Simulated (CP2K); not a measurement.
Consider 4-aminopyridine at its PBE geometry (Å).

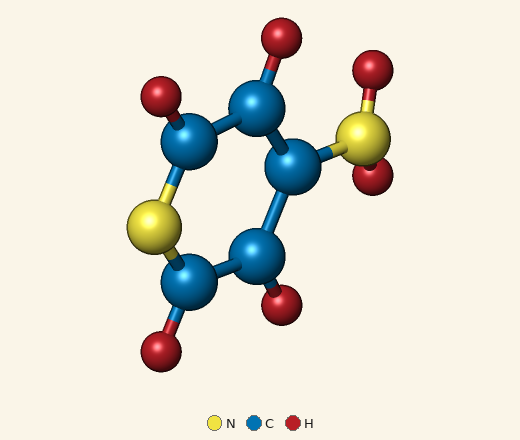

The molecule (nitrogen yellow, carbon blue, hydrogen red).

```xyz
13

N     2.0607   -0.2319    0.3595
C     0.7052   -0.0786    0.1222
C    -0.0212    0.9988    0.6643
C    -1.3949    1.0690    0.4452
N    -2.1071    0.1703   -0.2627
C    -1.3972   -0.8526   -0.7791
C    -0.0238   -1.0249   -0.6229
H     2.5751   -0.8425   -0.2659
H     2.5769    0.5917    0.6490
H     0.4807    1.7677    1.2533
H    -1.9639    1.9025    0.8661
H    -1.9670   -1.5853   -1.3572
H     0.4766   -1.8841   -1.0719
```

Method: CP2K XAS_TDP, all-electron GAPW, PBEh(45%), aug-cc-pVDZ, TDA, GW2X-corrected core level, no relativity.

**Question.** Predict the bright core excitations at the C K edge.

Leading lines: C2 288.36 eV, C3 287.36 eV and C4 287.55 eV. The leading line of an atom is its first one with 35 % of the strongest within 2.5 eV of its lowest line over the strength cut. Core ionisation energies at this level: C3 291.71, C4 292.65 and C2 293.51 eV.

The first six lines of each atom with a strength over 0.0015:

```csv
atom,energy (eV),states,"strength, one atom",above the computed threshold
C2 (bonded to 2 C and N),288.36,1,0.0629,
,291.59,1,0.0017,
,292.48,1,0.0043,
,293.20,1,0.0033,
,293.99,1,0.0025,yes
,294.23,1,0.0023,yes
"C3 (bonded to 2 C and H), 2 alike",287.36,1,0.0437,
,289.66,1,0.0110,
,290.42,1,0.0035,
,291.36,1,0.0038,
,291.56,1,0.0046,
,292.14,1,0.0045,yes
"C4 (bonded to C, N and H), 2 alike",287.55,1,0.0570,
,290.89,1,0.0099,
,291.47,1,0.0023,
,292.34,1,0.0026,
,292.58,1,0.0030,
,293.22,1,0.0017,yes
```

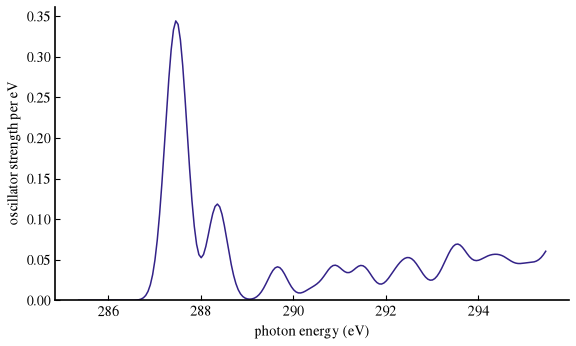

All atoms added, broadened by 0.5 eV.

Lines are vertical, at one geometry, with no vibrational structure. GW2X ionisation energies and lines can be off by 1 to 2 eV either way, and a good line position may hide errors that cancel. These values hold no scalar relativity, about 0.1 eV for C 1s. Rydberg lines, and the discretised continuum above threshold, depend on the basis and the box.

[Banner, clock and machine lines of the logs are left out without a mark of their own.]

[Logs are printed without paths, hosts, clocks, repeated set-up lines and the standing remarks that a program may print on its own settings, such as how far it seeks lower states.]

[Hosts, paths, dates, database ids (printed as entryN), source tags and the programs' standing remarks are cut or masked in the printed files.]
